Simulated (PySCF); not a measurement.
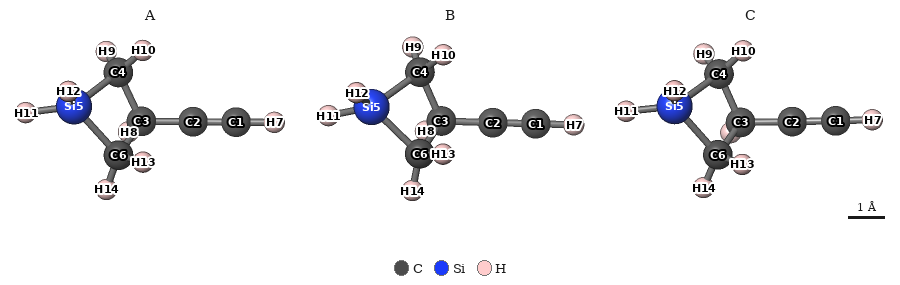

3 geometries from one relaxation of C5H8Si, in shuffled order. A ball-and-stick model, seen at a tilt.

The start comes from GFN2-xTB. Its atoms were then displaced at random by about 0.01 Å.

These are results of PySCF 2.14.0, density-fitted response routines, PBE0-D3(BJ)/def2-SVP geometry optimisation, gas phase, not measurements. 

**Order the frames from highest to lowest energy.**

C, A, B. They are steps 0, 5, 11, at +0.226 eV, +0.025 eV relative to the last. The largest move after the best rigid fit is that of H12, 0.53 Å. Largest moves by element: H 0.53 Å, C 0.32 Å, Si 0.16 Å. Near-neighbour distances that change, for instance: C4–Si5 1.946 → 1.897 Å, C1–H7 1.030 → 1.074 Å, Si5–H11 1.460 → 1.495 Å, C6–H13 1.073 → 1.102 Å. Among the angles between lasting bonds that change: Si5–C4–H9 116.9° → 123.2°, Si5–C6–H14 118.1° → 123.3°, C2–C3–C4 111.7° → 116.2°. The energy falls by 0.226 eV in 11 geometry steps. Cost: 2.1 min on 1 thread of Arm Neoverse N1, on a shared host.
